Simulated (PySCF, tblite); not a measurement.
# C₄H₈FSSi radical: geometry, infrared bands and EPR parameters

What infrared bands and EPR parameters should C₄H₈FSSi radical (`FC[Si@@]1(S)[CH]CC1`) show?

The runs use tblite 0.8.0 and PySCF 2.14.0, with density-fitted response routines of our own; the level of theory stands in each step. All values are computed, except where a source is named. Atoms count from 0, in the outputs and in this text.

### 1 The molecule as given

15 atoms, charge 0, multiplicity 2; geometry from: force field or distance geometry start.

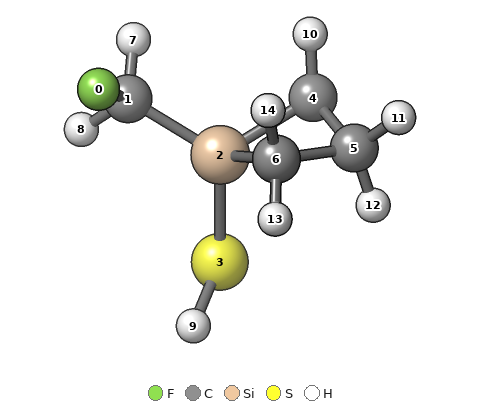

The starting geometry (fluorine green, carbon grey, silicon light orange, sulfur yellow, hydrogen white), atoms numbered.

### 2 Geometry optimisation with GFN2-xTB

Job settings and geometry (Å):

```
{"job": {"kind": "relax", "xc": "GFN2-xTB", "basis": "xTB"}, "charge": 0, "multiplicity": 2}
F      2.219900    -0.723200     1.455500
C      1.925200    -0.973000     0.125200
Si     0.461400    -0.028100    -0.440400
S      0.783000     1.313400    -2.089300
C     -1.146200    -0.954900    -0.551200
C     -1.911900     0.207000     0.017400
C     -0.702000     0.585800     0.866800
H      1.817200    -2.066800    -0.003100
H      2.833700    -0.698700    -0.467900
H      1.201800     2.579200    -1.630200
H     -1.214800    -1.909100    -0.019800
H     -2.788400    -0.051500     0.651200
H     -2.093500     1.010200    -0.700100
H     -0.657300     1.685400     0.948300
H     -0.732500     0.032300     1.815700
```

Launch:

```sh
$ OMP_NUM_THREADS=1 python probes_run.py task.json out
```

This one command runs all jobs of the session in turn.

What it wrote:

```text
step      E/eV     max force
  0    -604.59396    2.619
  1    -604.80355    0.998
  2    -604.89908    0.945
  3    -604.97125    0.834
  4    -605.04862    0.919
  5    -605.10447    0.521
  6    -605.13434    0.414
  7    -605.16765    0.481
  8    -605.19290    0.477
  9    -605.21633    0.346
 10    -605.23716    0.363
 11    -605.25612    0.308
 12    -605.27620    0.374
 13    -605.29652    0.458
 14    -605.31671    0.419
 15    -605.33895    0.437
 16    -605.36107    0.420
 17    -605.38427    0.493
 18    -605.40880    0.524
 19    -605.42443    0.791
 20    -605.44189    0.416
 21    -605.45651    0.260
 22    -605.47243    0.371
 23    -605.47846    0.252
 24    -605.49008    0.249
 25    -605.49710    0.287
 26    -605.50143    0.150
 27    -605.50410    0.133
 28    -605.50586    0.133
 29    -605.50732    0.135
 30    -605.50937    0.130
 31    -605.51203    0.139
 32    -605.51450    0.124
 33    -605.51637    0.089
 34    -605.51810    0.140
 35    -605.52037    0.190
 36    -605.52332    0.171
 37    -605.52640    0.136
 38    -605.52917    0.139
 39    -605.53207    0.154
 40    -605.53618    0.270
 41    -605.54244    0.269
 42    -605.54952    0.194
 43    -605.55328    0.147
 44    -605.55543    0.156
 45    -605.55784    0.119
 46    -605.56081    0.093
 47    -605.56277    0.088
 48    -605.56518    0.113
 49    -605.56773    0.138
 50    -605.57121    0.150
 51    -605.57547    0.161
 52    -605.57930    0.131
 53    -605.58166    0.084
 54    -605.58183    0.133
 55    -605.58303    0.059
 56    -605.58337    0.047
 57    -605.58405    0.050
 58    -605.58430    0.055
 59    -605.58498    0.062
 60    -605.58569    0.061
 61    -605.58660    0.063
 62    -605.58722    0.065
 63    -605.58768    0.061
 64    -605.58818    0.056
 65    -605.58930    0.079
 66    -605.59042    0.082
 67    -605.59189    0.103
 68    -605.59358    0.151
 69    -605.59580    0.207
 70    -605.60028    0.230
 71    -605.60605    0.234
 72    -605.61075    0.127
 73    -605.61018    0.392
 74    -605.61579    0.176
 75    -605.61870    0.141
 76    -605.62406    0.196
 77    -605.62821    0.228
 78    -605.63304    0.179
 79    -605.63761    0.188
 80    -605.63920    0.307
 81    -605.64385    0.234
 82    -605.64737    0.165
 83    -605.65253    0.161
 84    -605.65593    0.130
 85    -605.65817    0.115
 86    -605.66018    0.102
 87    -605.66166    0.120
 88    -605.66266    0.098
 89    -605.66400    0.088
 90    -605.66527    0.090
 91    -605.66766    0.120
 92    -605.66981    0.119
 93    -605.67199    0.102
 94    -605.67338    0.083
 95    -605.67465    0.084
 96    -605.67583    0.082
 97    -605.67679    0.086
 98    -605.67745    0.082
 99    -605.67802    0.074
100    -605.67867    0.061
101    -605.67933    0.055
102    -605.67974    0.049
103    -605.68007    0.040
104    -605.68037    0.038
105    -605.68071    0.049
106    -605.68101    0.050
107    -605.68126    0.041
108    -605.68152    0.040
109    -605.68185    0.041
110    -605.68220    0.038
111    -605.68249    0.038
112    -605.68269    0.034
113    -605.68286    0.028
114    -605.68308    0.034
115    -605.68333    0.036
116    -605.68348    0.023
117    -605.68355    0.030
118    -605.68358    0.020
119    -605.68362    0.014
120    -605.68368    0.017
121    -605.68377    0.020
122    -605.68385    0.017
123    -605.68389    0.011
124    -605.68391    0.011
125    -605.68393    0.010
126    -605.68394    0.010
127    -605.68397    0.011
128    -605.68401    0.013
129    -605.68406    0.017
130    -605.68414    0.021
131    -605.68421    0.021
132    -605.68427    0.013
133    -605.68430    0.012
134    -605.68431    0.010
135    -605.68432    0.009
```

Run time: 1.5 s. Hardware: 1 thread of Arm Neoverse N1, shared host.

Step by step: (not every step is listed)

| step | energy from step 0 (eV) | largest force (eV/Å) |
| --- | --- | --- |
| 0 | 0.0000 | 2.6193 |
| 1 | -0.2096 | 0.9983 |
| 2 | -0.3051 | 0.9452 |
| 3 | -0.3773 | 0.8335 |
| 4 | -0.4547 | 0.9189 |
| 5 | -0.5105 | 0.5207 |
| 6 | -0.5404 | 0.4140 |
| 7 | -0.5737 | 0.4812 |
| 8 | -0.5989 | 0.4771 |
| 20 | -0.8479 | 0.4161 |
| 32 | -0.9205 | 0.1235 |
| 44 | -0.9615 | 0.1562 |
| 56 | -0.9894 | 0.0468 |
| 68 | -0.9996 | 0.1507 |
| 80 | -1.0452 | 0.3068 |
| 92 | -1.0758 | 0.1188 |
| 104 | -1.0864 | 0.0383 |
| 116 | -1.0895 | 0.0226 |
| 128 | -1.0900 | 0.0129 |
| 130 | -1.0902 | 0.0207 |
| 131 | -1.0902 | 0.0210 |
| 132 | -1.0903 | 0.0134 |
| 133 | -1.0903 | 0.0124 |
| 134 | -1.0903 | 0.0099 |
| 135 | -1.0904 | 0.0093 |

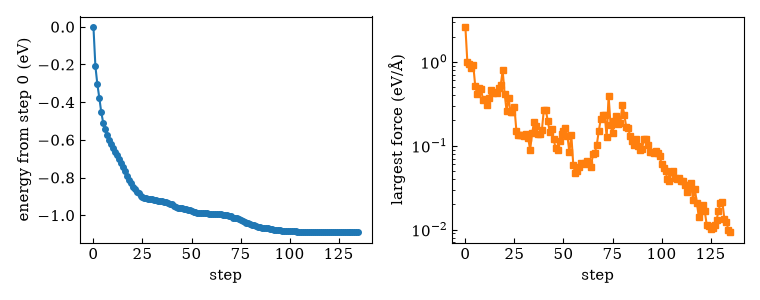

Energy and force, step by step.

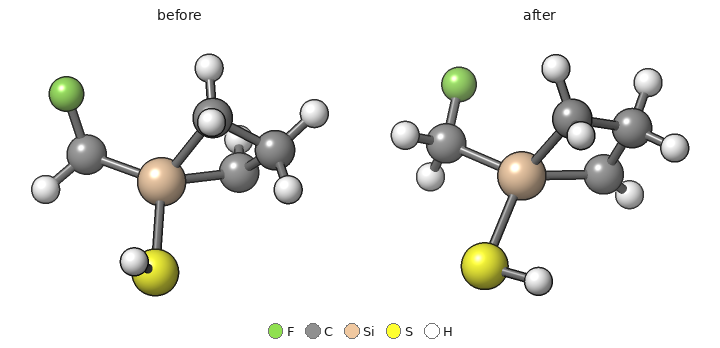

The geometry before (left) and after (right).

Distances of close pairs at the start and the end, largest changes first:

| bond | before (Å) | after (Å) | change (Å) |
| --- | --- | --- | --- |
| S3–H9 | 1.410 | 1.322 | -0.088 |
| C1–Si2 | 1.832 | 1.917 | +0.085 |
| Si2–C6 | 1.854 | 1.921 | +0.066 |
| C1–H8 | 1.119 | 1.093 | -0.026 |
| Si2–S3 | 2.150 | 2.170 | +0.021 |
| C4–H10 | 1.094 | 1.076 | -0.018 |
| C5–H11 | 1.112 | 1.094 | -0.018 |
| C6–H13 | 1.104 | 1.086 | -0.017 |

The final coordinates are the input of the step that follows.

### 3 Infrared spectrum with GFN2-xTB

Job settings and geometry (Å):

```
{"job": {"kind": "ir", "xc": "GFN2-xTB", "basis": "xTB"}, "charge": 0, "multiplicity": 2}
F      1.607420    -1.803278     1.334183
C      1.994701    -1.027607     0.266341
Si     0.525693     0.010315    -0.396937
S      1.472487     1.106967    -2.013092
C     -1.152689    -0.727451    -0.647026
C     -1.815402     0.118117     0.380810
C     -0.607254     0.966571     0.824374
H      2.374509    -1.707552    -0.499042
H      2.818628    -0.399670     0.613816
H      0.414993     1.838092    -2.322748
H     -1.646767    -1.479516    -1.236876
H     -2.237399    -0.479934     1.194158
H     -2.639950     0.712936    -0.024300
H     -0.739538     2.026555     0.626258
H     -0.373845     0.853444     1.878168
```

What it wrote:

```text
mode    cm-1     km/mol
  1      50.5      8.62
  2      66.9      0.92
  3     110.3      6.52
  4     114.1      1.15
  5     157.7      7.09
  6     177.1      7.81
  7     178.7     38.44
  8     293.1      8.46
  9     359.9     33.17
 10     426.3     52.40
 11     567.9     84.74
 12     670.4     12.86
 13     692.7     10.84
 14     695.6     60.65
 15     731.4     30.40
 16     758.3     81.73
 17     824.7     42.68
 18     871.1     33.00
 19     991.8     14.83
 20    1010.4      0.71
 21    1038.8     30.02
 22    1042.0     32.24
 23    1153.2      7.59
 24    1155.1      2.62
 25    1192.8     13.72
 26    1218.4      1.46
 27    1255.3      0.18
 28    1268.0      5.66
 29    1430.0     13.49
 30    1432.1      2.68
 31    1474.2      6.92
 32    2484.5     85.75
 33    2897.9     11.97
 34    2936.5     25.80
 35    2954.6     24.66
 36    2964.7     27.62
 37    3023.1     35.78
 38    3040.3     20.22
 39    3095.1     28.66
```

It took 0.84 s on 1 thread of Arm Neoverse N1, shared host.

Which atoms move in the most intense modes:

| cm⁻¹ | km/mol | atoms |
| --- | --- | --- |
| 179 | 38.4 | H9 37 %, Si2 20 %, S3 12 % |
| 426 | 52.4 | S3 23 %, Si2 20 %, C1 16 %, C5 11 % |
| 568 | 84.7 | Si2 45 %, C5 10 %, S3 10 % |
| 696 | 60.6 | H13 27 %, H14 16 %, C6 15 %, H9 13 % |
| 758 | 81.7 | H7 23 %, Si2 21 %, H8 16 %, C1 16 % |
| 825 | 42.7 | H11 19 %, C5 18 %, H12 18 %, H14 14 % |
| 2484 | 85.8 | H9 97 % |
| 3023 | 35.8 | H13 87 % |

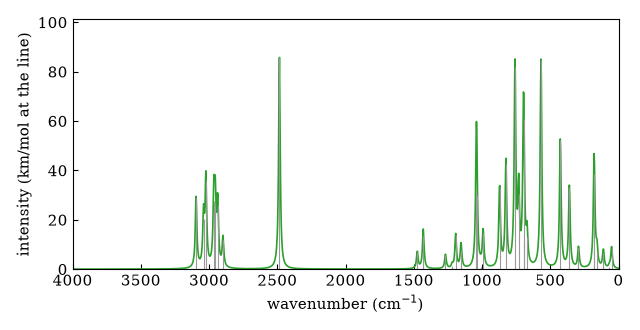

The infrared spectrum from these modes, unscaled. Lines are broadened to a width of 14 cm⁻¹ (Lorentzian).

### 4 g tensor and hyperfine couplings: B3LYP/pcH-1

The job, as its differences from that of step 3:

```diff
@@ -1,2 +1,2 @@
-{"job": {"kind": "ir", "xc": "GFN2-xTB", "basis": "xTB"}, "charge": 0, "multiplicity": 2}
+{"job": {"kind": "epr", "basis": "pcH-1"}, "charge": 0, "multiplicity": 2}
 F      1.607420    -1.803278     1.334183
```

With the program's defaults for keys left out, this is: UKS B3LYP, pcH-1 on C F H S Si, non-relativistic, mean-field spin-orbit, GIAO.

What it wrote:

```text
UKS, coarse grid
  cycle   1  E = -944.67136334  |g| = 4.58e-01
  cycle   2  E = -944.60468245  |g| = 6.34e-01
  cycle   3  E = -944.75336483  |g| = 7.18e-02
  cycle   4  E = -944.75508993  |g| = 3.65e-02
  cycle   5  E = -944.75565172  |g| = 4.83e-03
  cycle   6  E = -944.75566550  |g| = 3.07e-03
  cycle   7  E = -944.75566979  |g| = 8.93e-04
UKS, final grid
  cycle   1  E = -944.75576505  |g| = 1.02e-03
  cycle   2  E = -944.75576465  |g| = 1.43e-03
  cycle   3  E = -944.75576557  |g| = 8.45e-05
  cycle   4  E = -944.75576557  |g| = 6.32e-05
  cycle   5  E = -944.75576557  |g| = 1.71e-05
E = -944.75576557 Eh   <S^2> = 0.7538 (exact 0.7500)
g shifts (ppm)      1          2          3
  rmc          -131       -131       -131
  gc             17          5         13
  oz_so        -681        -89        818
  total        -796       -215        700
hyperfine (MHz)  atom isotope    a_iso     a_fc   dipolar eigenvalues
    0   19F       5.81       5.81     -2.50      0.27      2.23
    1   13C      15.95      15.95     -2.44     -2.17      4.61
    2  29Si      42.56      42.62     -4.77     -1.34      6.12
    3   33S       2.50       2.49     -4.28     -3.95      8.23
    4   13C      80.23      80.35    -72.33    -70.78    143.12
    5   13C     -31.06     -31.07     -2.95      1.14      1.81
    6   13C      -0.56      -0.56     -1.36     -0.85      2.21
    7    1H      -1.09      -1.09     -1.94     -1.08      3.03
    8    1H       2.55       2.55     -1.73     -0.86      2.58
    9    1H       0.02       0.01     -2.86     -0.93      3.79
   10    1H     -54.36     -54.37    -34.27     -1.01     35.28
   11    1H     128.26     128.26     -5.31     -3.15      8.46
   12    1H     123.72     123.72     -5.05     -3.49      8.54
   13    1H      -2.45      -2.45     -2.33     -2.02      4.35
   14    1H      -1.52      -1.52     -2.32     -1.95      4.28
```

It took 2.1 min on 1 thread of Arm Neoverse N1, shared host; peak memory 0.97 GiB.

Principal g values 2.00152, 2.00210, 2.00302; g(iso) = 2.00222, against 2.00232 for a free electron.

Hyperfine couplings, nucleus by nucleus at this fixed geometry (no averaging over rotations):

| nuclei | isotope | a(iso) (MHz) | a(iso) (G, at g = 2.0023) | largest dipolar term (MHz) |
| --- | --- | --- | --- | --- |
| H11 | 1H | 128.3 | 45.8 | 8.5 |
| H12 | 1H | 123.7 | 44.1 | 8.5 |
| C4 | 13C | 80.2 | 28.6 | 143.1 |
| H10 | 1H | -54.4 | -19.4 | 35.3 |
| Si2 | 29Si | 42.6 | 15.2 | 6.1 |
| C5 | 13C | -31.1 | -11.1 | -2.9 |
| C1 | 13C | 16.0 | 5.7 | 4.6 |
| F0 | 19F | 5.8 | 2.1 | -2.5 |
| H8 | 1H | 2.6 | 0.9 | 2.6 |
| S3 | 33S | 2.5 | 0.9 | 8.2 |
| H13 | 1H | -2.4 | -0.9 | 4.4 |
| H14 | 1H | -1.5 | -0.5 | 4.3 |
| H7 | 1H | -1.1 | -0.4 | 3.0 |
| C6 | 13C | -0.6 | -0.2 | 2.2 |

Mulliken spin populations:

F0 0.00; C1 0.02; Si2 0.02; S3 0.03; C4 0.96; C5 -0.09; C6 0.00; H7 0.00; H8 0.00; H9 0.00; H10 -0.04; H11 0.05; H12 0.05; H13 0.00; H14 0.00

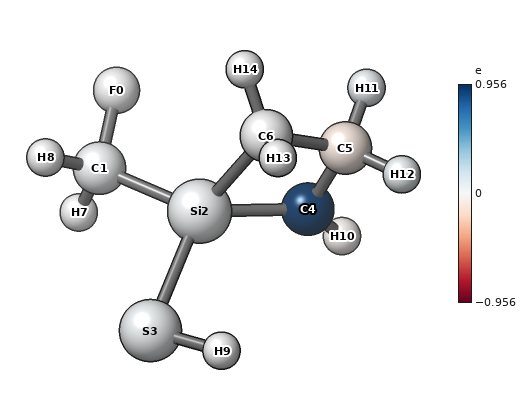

Mulliken spin populations, as colours on the atoms.

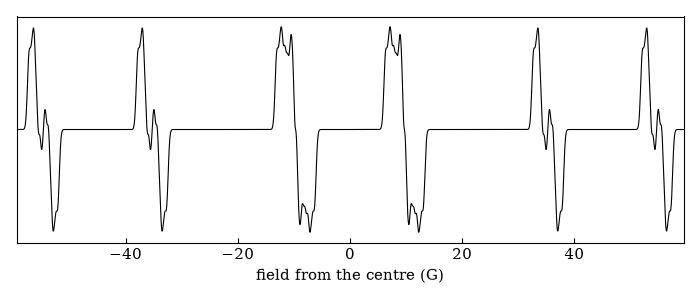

First-order isotropic spectrum (first derivative, main isotopes with spin only, couplings over 0.8 MHz, Gaussian width 0.3 G; couplings of the frozen geometry, rotation of groups not averaged beyond the rows shown).

The fields below are evaluated on a grid from the run's orbitals.

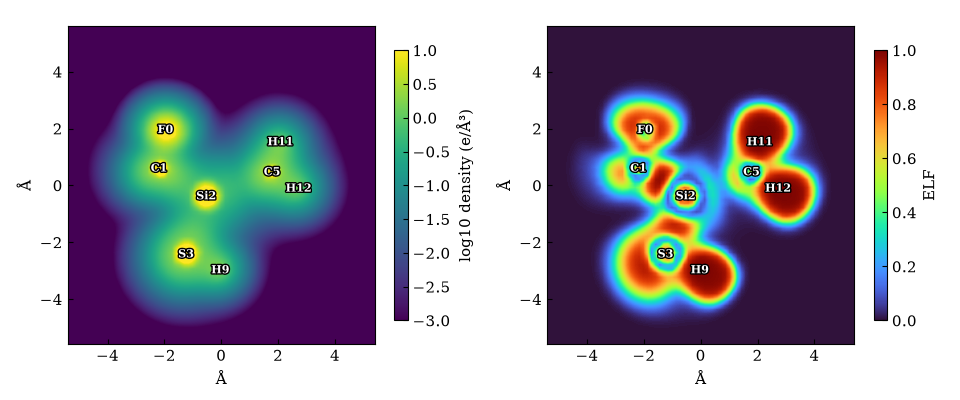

Density (left) and ELF (right) in a plane through or near 8 of the atoms.

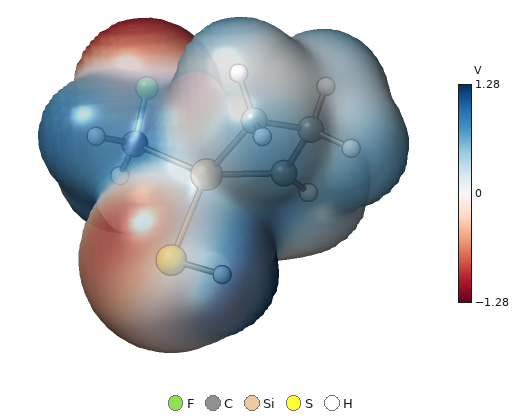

The potential that a unit positive charge feels on the 0.002 e/bohr³ surface, from -1.01 V near F0 to 1.28 V near H9.

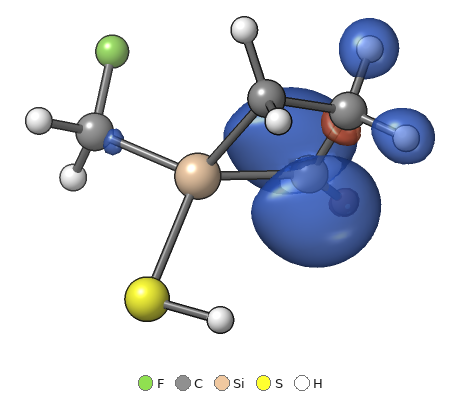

Spin density at ±0.03 e/Å³ (alpha excess blue, beta excess red).

### 5 Outcome

| quantity | value |
| --- | --- |
| strongest single infrared mode (GFN2-xTB) | 2484 cm⁻¹, 86 km/mol |
| zero-point energy (GFN2-xTB) | 66.9 kcal/mol |
| g(iso) (B3LYP) | 2.00222 |
| ⟨S²⟩ | 0.754 (exact 0.75) |
| largest a(iso) | 1H on H11, 128.3 MHz |
| potential on the surface of density 0.002 e/bohr³, 1st and 99th percentile | -1.01 V and 1.28 V |

**Reading.** Relaxing lowered the energy by 1.090 eV in 135 steps; the close pair that moved most is S3–H9, from 1.410 to 1.322 Å. All 39 modes are real, so the xTB geometry is a minimum. The strongest single mode, at 2484 cm⁻¹, moves mainly H9. Unscaled tight-binding wavenumbers are off by several per cent, some by more. Its intensities can rank the bands wrongly. Most of the unpaired spin sits on C4 (0.96 e). The isotropic g lies 0.1 ppt below the free-electron value. These values are for one conformer; the search (at its own cheap level) found 2 more, at 0.00, 2.12 kcal/mol (those within 0.05 may be mirror or relabelled copies), and measured spectra average over such forms.
